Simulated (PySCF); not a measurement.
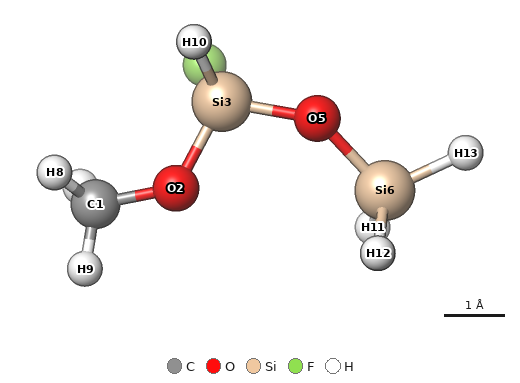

The input geometry of the first run (ball-and-stick view, seen on its broad side; atoms are numbered from 1 in the order of the input).

**CH7FO2Si2: one change and its effect**

System: CH7FO2Si2.
Method of the first run: GIAO PBE0/6-31G* NMR shielding, non-relativistic, gas phase (PySCF 2.14.0).

The geometry comes from this level: PBE0-D3(BJ)/def2-SVP. Text and figures count atoms from 1; the logs count them from 0 in places.

## The input, the first run
```
{"job": {"kind": "nmr", "xc": "PBE0", "basis": "6-31G*", "pop": true}, "charge": 0, "multiplicity": 1}
C     -2.445021    -0.763017    -0.203764
O     -1.134820    -0.335772     0.059597
Si    -0.479821     1.121214    -0.316517
F     -0.769545     1.412504    -1.881892
O      1.125115     1.011121    -0.058857
Si     2.350077    -0.123286    -0.070569
H     -2.687653    -0.696117    -1.278076
H     -3.190239    -0.171279     0.357409
H     -2.541484    -1.812962     0.108001
H     -1.051729     2.247474     0.445875
H      2.233593    -0.997788    -1.273438
H      2.280430    -0.956431     1.163629
H      3.642207     0.614950    -0.107426
```

The first line tells a small driver script what to run in PySCF; the rest is the geometry in Å.

Command:
```bash
OMP_NUM_THREADS=1 python <driver script> task.json out
```

Hardware: 1 CPU thread, shared host.

## Output (the first run)
```
coarse grid: 11936 points
cycle   1  E = -871.0431393203  dE =  5.147e-01  |g| = 9.908e-01  |ddm| = 3.185e+00
cycle   2  E = -870.8132036815  dE =  2.299e-01  |g| = 1.487e+00  |ddm| = 1.755e+00
cycle   3  E = -871.2202713529  dE = -4.071e-01  |g| = 8.235e-02  |ddm| = 1.112e+00
cycle   4  E = -871.2210099156  dE = -7.386e-04  |g| = 6.005e-02  |ddm| = 9.728e-02
cycle   5  E = -871.2216297792  dE = -6.199e-04  |g| = 6.098e-03  |ddm| = 4.084e-02
cycle   6  E = -871.2216368126  dE = -7.033e-06  |g| = 2.457e-03  |ddm| = 6.498e-03
final grid: 106688 points
cycle   7  E = -871.1686125265  dE = -6.858e-06  |g| = 7.163e-03  |ddm| = 1.119e-02
cycle   8  E = -871.1686009882  dE =  1.154e-05  |g| = 1.063e-02  |ddm| = 1.132e-02
cycle   9  E = -871.1686223752  dE = -2.139e-05  |g| = 7.265e-04  |ddm| = 6.921e-03
cycle  10  E = -871.1686224844  dE = -1.092e-07  |g| = 1.152e-04  |ddm| = 5.457e-04
cycle  11  E = -871.1686224864  dE = -1.987e-09  |g| = 5.072e-05  |ddm| = 1.142e-04
cycle  12  E = -871.1686224869  dE = -4.500e-10  |g| = 1.496e-05  |ddm| = 4.925e-05
converged SCF energy = -871.1686224869

GIAO shielding tensors (ppm)
atom      isotropic    diamagn.    paramagn.     s11        s22        s33       span
  0 C      145.536     240.627     -95.091    120.275    124.651    191.682     71.408
  1 O      299.992     396.364     -96.373    237.911    309.421    352.643    114.731
  2 Si     459.805     880.697    -420.892    442.979    465.269    471.167     28.188
  3 F      321.628     469.566    -147.938    275.762    290.086    399.037    123.275
  4 O      290.374     394.269    -103.895    254.933    295.321    320.869     65.936
  5 Si     426.803     880.201    -453.398    391.669    400.059    488.680     97.011
  6 H       28.227      27.725       0.501     23.630     26.646     34.404     10.774
  7 H       28.344      27.434       0.911     24.175     26.160     34.697     10.522
  8 H       28.405      28.150       0.255     24.225     26.486     34.504     10.279
  9 H       27.140      29.668      -2.528     23.757     24.127     33.536      9.779
 10 H       26.565      29.896      -3.331     23.097     25.430     31.166      8.069
 11 H       26.659      29.905      -3.246     23.241     25.300     31.436      8.195
 12 H       26.791      28.105      -1.315     23.425     25.010     31.937      8.512
```

The input of the second run differs as follows (lines with − go, lines with + come):
```diff
-"basis": "6-31G*"
+"basis": "pcSseg-2"
```

Predict how the results change.

The total energy of the second run is 140.6 kcal/mol lower, which measures the change of basis and not a stability. The HOMO goes from −8.48 to −8.76 eV. The LUMO goes from 0.51 to 0.01 eV. The dipole moment goes from 1.45 to 1.49 D. Of all shieldings, the largest change is that of Si3, by −53.5 ppm. The SCF takes 13 iterations against 12. The basis functions go from 106 to 328.

## Output (the second run)
```
coarse grid: 11936 points
cycle   1  E = -871.2082437670  dE =  4.772e-01  |g| = 1.058e+00  |ddm| = 2.591e+00
cycle   2  E = -870.9232916122  dE =  2.850e-01  |g| = 1.647e+00  |ddm| = 1.284e+00
cycle   3  E = -871.3901367100  dE = -4.668e-01  |g| = 9.747e-02  |ddm| = 8.647e-01
cycle   4  E = -871.3911722890  dE = -1.036e-03  |g| = 6.827e-02  |ddm| = 7.686e-02
cycle   5  E = -871.3918752083  dE = -7.029e-04  |g| = 1.146e-02  |ddm| = 3.055e-02
cycle   6  E = -871.3918928120  dE = -1.760e-05  |g| = 2.472e-03  |ddm| = 6.357e-03
cycle   7  E = -871.3918937862  dE = -9.743e-07  |g| = 9.937e-04  |ddm| = 1.555e-03
final grid: 106688 points
cycle   8  E = -871.3926788792  dE = -5.771e-05  |g| = 9.412e-03  |ddm| = 2.235e-02
cycle   9  E = -871.3926616085  dE =  1.727e-05  |g| = 1.375e-02  |ddm| = 9.398e-03
cycle  10  E = -871.3926938345  dE = -3.223e-05  |g| = 1.143e-03  |ddm| = 5.991e-03
cycle  11  E = -871.3926940921  dE = -2.576e-07  |g| = 2.265e-04  |ddm| = 7.208e-04
cycle  12  E = -871.3926941023  dE = -1.023e-08  |g| = 6.199e-05  |ddm| = 1.412e-04
cycle  13  E = -871.3926941028  dE = -4.791e-10  |g| = 2.611e-05  |ddm| = 4.036e-05
converged SCF energy = -871.3926941028

GIAO shielding tensors (ppm)
atom      isotropic    diamagn.    paramagn.     s11        s22        s33       span
  0 C      131.785     235.239    -103.454    103.964    107.039    184.351     80.388
  1 O      288.229     399.280    -111.051    220.016    300.624    344.047    124.031
  2 Si     406.279     877.008    -470.729    384.159    412.849    421.829     37.670
  3 F      313.859     468.449    -154.590    265.679    283.429    392.469    126.789
  4 O      277.261     396.080    -118.819    245.251    276.685    309.846     64.595
  5 Si     380.367     877.338    -496.970    339.082    348.825    453.194    114.112
  6 H       27.516      27.964      -0.448     23.152     25.865     33.532     10.380
  7 H       27.633      27.391       0.242     23.677     25.214     34.009     10.332
  8 H       27.631      28.134      -0.503     23.623     25.494     33.776     10.153
  9 H       26.561      29.045      -2.485     23.368     23.847     32.468      9.099
 10 H       26.113      29.310      -3.197     22.921     24.845     30.574      7.653
 11 H       26.189      29.341      -3.152     23.067     24.673     30.827      7.760
 12 H       26.286      27.933      -1.647     23.233     24.405     31.222      7.989
```

## The two runs side by side

```csv
quantity,the first run,the second run
outcome,converged,converged
total energy (hartree),−871.168622,−871.392694
HOMO (eV),−8.48,−8.76
LUMO (eV),0.51,0.01
dipole moment (D),1.45,1.49
shielding of C1 (ppm),145.5,131.8
shielding of O2 (ppm),300.0,288.2
shielding of Si3 (ppm),459.8,406.3
shielding of F4 (ppm),321.6,313.9
shielding of O5 (ppm),290.4,277.3
shielding of Si6 (ppm),426.8,380.4
shielding of H9 (ppm),28.4,27.6
SCF iterations,12,13
basis functions,106,328
wall time (shared host),8.5 s,45 s
```
